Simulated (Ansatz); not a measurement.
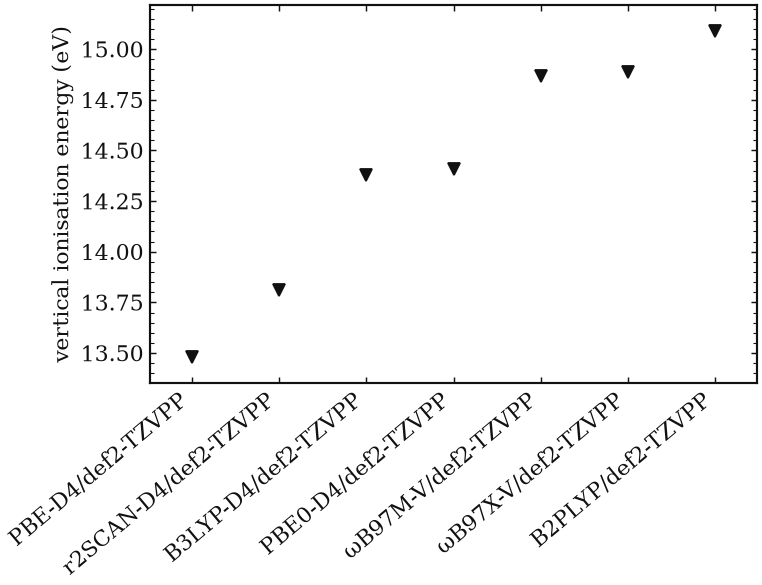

Vertical ionisation energy of GaF₃, SMILES [F][Ga]([F])[F], singlet, taken as the energy of the cation less that of the neutral at fixed geometry (unrestricted doublet cation, cores frozen in correlated methods, no spin-orbit coupling), the Ansatz code 0.2.0, at a PBE0-D4/def2-TZVP geometry (a minimum by its frequencies).

**What range do the values span?**

From 13.48 eV (PBE-D4/def2-TZVPP) to 15.09 eV (B2PLYP/def2-TZVPP).

**Give the values.**

| level | eV |
| --- | --- |
| PBE-D4/def2-TZVPP | 13.48 |
| r2SCAN-D4/def2-TZVPP | 13.81 |
| B3LYP-D4/def2-TZVPP | 14.38 |
| PBE0-D4/def2-TZVPP | 14.41 |
| ωB97M-V/def2-TZVPP | 14.87 |
| ωB97X-V/def2-TZVPP | 14.89 |
| B2PLYP/def2-TZVPP | 15.09 |

Limits of at least one run: no scalar relativity up to krypton; outer-core shells are correlated without core-valence functions, which makes the correlated values less sure.
